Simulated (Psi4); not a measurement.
# TiO2 (titanium dioxide) at CCSD/aug-cc-pVDZ

Aim: the vertical ionisation energy of TiO2 (titanium dioxide) at CCSD/aug-cc-pVDZ, from 2 runs. 

The calculation is run with Psi4 1.11.

## Step 1: The system as given

TiO2 has 3 atoms, charge 0, and is taken as a singlet. As SMILES, `[O]=[Ti]=[O]`. Geometry: relaxed at PBE0-D4/def2-TZVP.

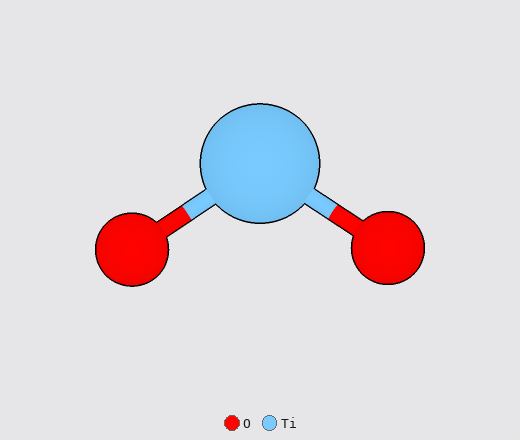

The structure, seen from a chosen angle (oxygen red, titanium blue).

## Step 2: The energy at CCSD/aug-cc-pVDZ

Input file o2ti.py:

```python
import psi4

psi4.set_memory('1600 MB')
psi4.set_num_threads(1)
psi4.core.set_output_file('output.dat', False)

mol = psi4.geometry("""
0 1
O      1.74043776     1.75517762     0.84017224
Ti     0.25511303    -0.92974525     0.62663318
O     -1.99573976    -0.82543237    -1.46680542
units bohr
symmetry c1
no_reorient
no_com
""")

psi4.set_options(dict(basis='aug-cc-pVDZ', puream=True, e_convergence=1e-09, d_convergence=1e-08, scf_type='pk', num_frozen_docc=7))

energy_value, wavefunction = psi4.energy("ccsd", return_wfn=True)
print('E =', round(energy_value, 9))
```

Command:

```
$ python o2ti.py
```

output.dat:

```text
[...]
  Running in c1 symmetry.
[...]
  Nuclear repulsion =  127.009919192192925
[...]
  Multiplicity = 1
[...]
  Nalpha       = 19
  Nbeta        = 19
[...]
    Number of basis functions: 105
[...]
   @RHF iter   1:  -997.45144011341154   -9.73090e-01   1.18001e-02 DIIS/ADIIS
[...]
   @RHF iter  16:  -998.14512485613693   -2.14868e-11   9.51166e-09 DIIS
[...]
    Orbital Energies [Eh]
    ---------------------
    Doubly Occupied:
       1A   -183.406117     2A    -21.574810     3A    -20.518395
       4A    -20.518373     5A    -17.943230     6A    -17.942171
       7A    -17.941468     8A     -2.983947     9A     -1.932485
      10A     -1.917659    11A     -1.900465    12A     -1.176185
      13A     -1.157269    14A     -0.514071    15A     -0.498426
      16A     -0.463230    17A     -0.441221    18A     -0.440734
      19A     -0.411050
[...]
  @RHF Final Energy:  -998.14512485613693
   => Energetics <=
    Nuclear Repulsion Energy =            127.0099191921929247
    One-Electron Energy =               -1622.9474714705520455
    Two-Electron Energy =                 497.7924274222222039
    Total Energy =                       -998.1451248561369312
[...]
 Multipole Moments:
 ------------------------------------------------------------------------------------
     Multipole            Electronic (a.u.)      Nuclear  (a.u.)        Total (a.u.)
 ------------------------------------------------------------------------------------
 L = 1.  Multiply by 2.5417464519 to convert [e a0] to [Debye]
 Dipole X            :         -2.8783685            3.5700707            0.6917022
 Dipole Y            :         10.4955903          -13.0164335           -2.5208432
 Dipole Z            :         -7.0740060            8.7728645            1.6988585
 Magnitude           :                                                    3.1175668
[...]
      * MP2 total energy                      = -998.966767289512404
[...]
      * CCSD total energy                     = -998.907883291593976
```

Standard output:

```text
E = -998.907883292
```

It took 2.6 min on 1 thread of Intel Xeon Platinum 8488C (Sapphire Rapids), shared host; peak memory 1.4 GiB.

## Step 3: The doublet cation, same level

Input file input.inp:

```
memory 1600 mb

molecule geom {
  1 2
  O
  Ti 1 r2
  O 2 r3 1 a3

  r2 = 1.627648
  r3 = 1.627571
  a3 = 111.7805
  symmetry c1
}

set reference uhf
set puream true
set e_convergence 1e-09
set d_convergence 1e-08
set scf_type pk
set num_frozen_docc 7
set maxiter 200

energy('ccsd/aug-cc-pVDZ')
```

Command:

```
$ psi4 -n 1 input.inp input.out
```

input.out:

```text
[...]
  Running in c1 symmetry.
[...]
  Nuclear repulsion =  127.009911130306904
[...]
  Multiplicity = 2
[...]
  Nalpha       = 19
  Nbeta        = 18
[...]
    Number of basis functions: 105
[...]
   @UHF iter   1:  -997.31277079183519   -8.34421e-01   9.17221e-03 DIIS/ADIIS
[...]
   @UHF iter  29:  -997.86356064614631   -1.13687e-11   9.37654e-09 DIIS
[...]
   @S^2 Observed:                1.338262071E+00
[...]
    Orbital Energies [Eh]
    ---------------------
    Alpha Occupied:
       1A   -183.638348     2A    -21.796291     3A    -20.866824
       4A    -20.866809     5A    -18.172598     6A    -18.160311
       7A    -18.160249     8A     -3.202509     9A     -2.152503
      10A     -2.134744    11A     -2.120315    12A     -1.563613
      13A     -1.540258    14A     -0.915484    15A     -0.857672
      16A     -0.828677    17A     -0.814830    18A     -0.801555
      19A     -0.801502
    Alpha Virtual:
      20A     -0.221622    21A     -0.163597    22A     -0.154519
      23A     -0.119592    24A     -0.089992    25A     -0.085998
[...]
  @UHF Final Energy:  -997.86356064614631
   => Energetics <=
    Nuclear Repulsion Energy =            127.0099111303069037
    One-Electron Energy =               -1612.3285784804693321
    Two-Electron Energy =                 487.4551067040162025
    Total Energy =                       -997.8635606461463112
  UHF NO Occupations:
  HONO-2 :   17  A 1.9924519
  HONO-1 :   18  A 1.6765646
[...]
 Multipole Moments:
 ------------------------------------------------------------------------------------
     Multipole            Electronic (a.u.)      Nuclear  (a.u.)        Total (a.u.)
 ------------------------------------------------------------------------------------
 L = 1.  Multiply by 2.5417464519 to convert [e a0] to [Debye]
 Dipole X            :         -3.0237697            1.1324462           -1.8913235
 Dipole Y            :         -2.0481777            0.7670625           -1.2811152
 Dipole Z            :         -0.0000000            0.0000000           -0.0000000
 Magnitude           :                                                    2.2843732
[...]
      * MP2 total energy                      = -998.506040156077233
[...]
      * CCSD total energy                     = -998.563796935811979
[...]
```

It took 4.4 min on 1 thread of Intel Xeon Platinum 8488C (Sapphire Rapids), shared host; peak memory 1.4 GiB.

## Step 4: Results

At CCSD/aug-cc-pVDZ, 7 core orbitals frozen:

| quantity | value |
| --- | --- |
| singlet TiO2: total energy | -998.90788 Eh |
| singlet TiO2: HOMO energy (Hartree–Fock orbitals) | -11.19 eV |
| singlet TiO2: LUMO energy (Hartree–Fock orbitals) | -1.22 eV |
| singlet TiO2: HOMO–LUMO gap (Hartree–Fock orbitals) | 9.96 eV |
| singlet TiO2: correlation energy (7 core orbitals frozen) | -762.8 mEh |
| singlet TiO2: T1 diagnostic | 0.036 |
| doublet cation: total energy | -998.56380 Eh |
| doublet cation: HOMO energy (Hartree–Fock orbitals) (highest over α and β) | -19.45 eV |
| doublet cation: LUMO energy (Hartree–Fock orbitals) (lowest over α and β) | -6.31 eV |
| doublet cation: correlation energy (7 core orbitals frozen) | -700.2 mEh |
| doublet cation: ⟨S²⟩ of the reference determinant | 1.338 |
| doublet cation: T1 diagnostic | 0.115 |
| vertical ionisation energy (to the doublet cation) | 9.363 eV |

The vertical ionisation energy comes to 9.36 eV (903 kJ/mol). ⟨S²⟩ (doublet cation) is 1.34 where a pure doublet has 0.75: the reference is spin-contaminated. The T1 diagnostic (doublet cation) of 0.115 is above the customary mark for such species, so a single reference may not serve.
